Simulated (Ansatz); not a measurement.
AlBrClF₂H

```tsv
atom	x (Å)	y (Å)	z (Å)
Al	-0.3270	-0.5247	0.2627
Cl	-0.5950	1.6169	-0.5791
F	-1.0991	-1.5547	-0.7685
F	-0.7202	-0.4725	1.8637
H	0.7906	1.2017	-0.6078
Br	1.9508	-0.2668	-0.1710
```

Level of theory: RKS LDA/def2-SVP in Ansatz.

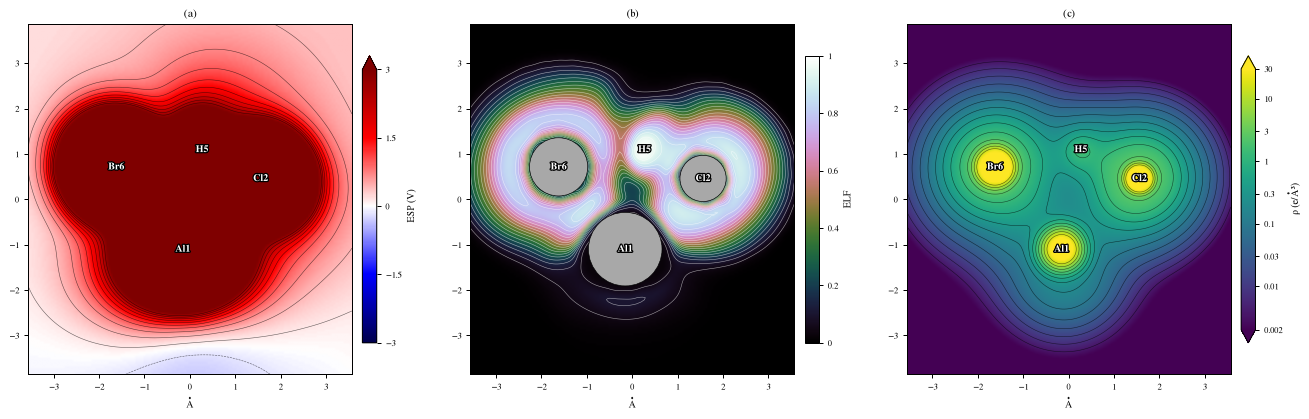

Figure 1. (a) molecular electrostatic potential; (b) electron localisation function; (c) total electron density on the plane of atoms Cl2, Al1 and Br6. Grey discs cover the atomic cores in the ELF map.

Q: Interpret the plot.

A:
- The plane passes through Al, Cl, H and Br nuclei.
- Al–Cl (2.32 Å): the density is about 0.46 e/Å³ at the midpoint; the ELF peaks at about 0.90 in the valence shell of Cl, 0.9 Å from its nucleus, and is about 0.80 at the midpoint.
- Al–Br (2.33 Å): ρ at the midpoint is about 0.58 e/Å³; the ELF peaks at about 0.85 in the valence shell of Br, 1.1 Å from its nucleus, and is about 0.85 at the midpoint.
- Cl–H (1.45 Å): ρ at the midpoint is about 1.6 e/Å³; the ELF climbs to about 1 towards the hydrogen, as it does in any bond to H; an ordinary covalent bond to hydrogen.
- The ELF also peaks beside Br6 and Cl2, away from the bonds: lone-pair regions.
- The potential has no marked negative region in this plane.

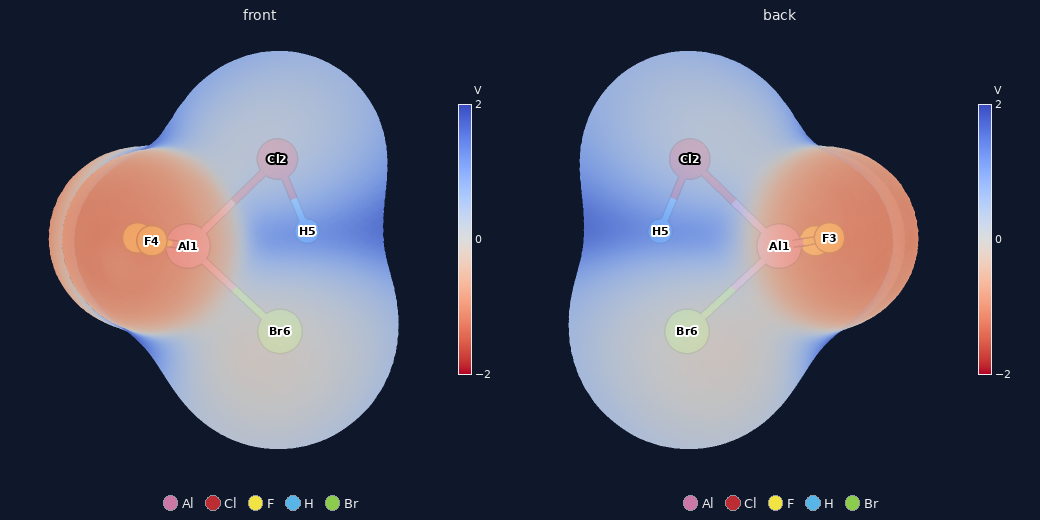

Figure 2. The molecular electrostatic potential painted on the density surface at 0.001 e/bohr³, seen from the front and from behind; red is negative and blue positive.

Q: Which sites attract a positive test charge, and which a negative one?

A: A positive charge is drawn to the negative regions and a negative charge to the positive ones. The most negative region (about −1.1 V) lies over F3 and F4, the most positive (about +1.5 V) over Al1 and H5.

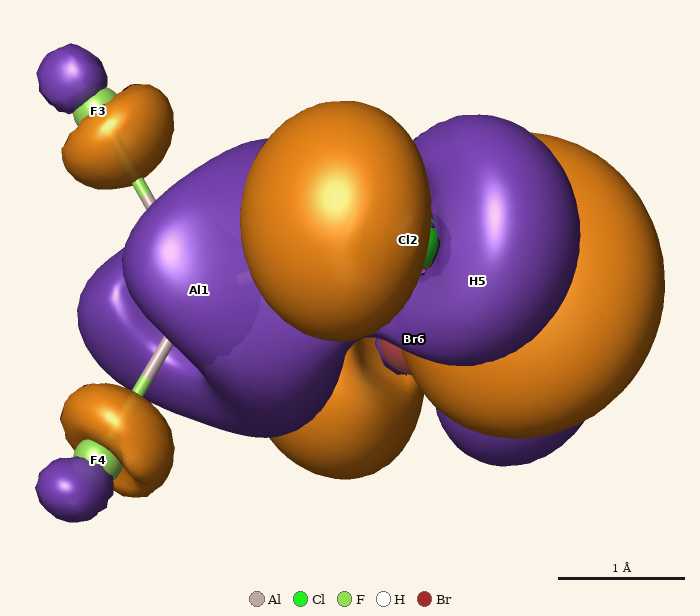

Figure 3. One frontier orbital at ±0.1 Å⁻³ᐟ² (orange and purple are the two phases), seen from one side.

Q: Which orbital is it: HOMO or LUMO?

A: The LUMO, at −1.64 eV. By Hirshfeld shares it lies mainly on Cl2 (about 30 %), Br6 (about 25 %), H5 (about 20 %) and Al1 (about 15 %).
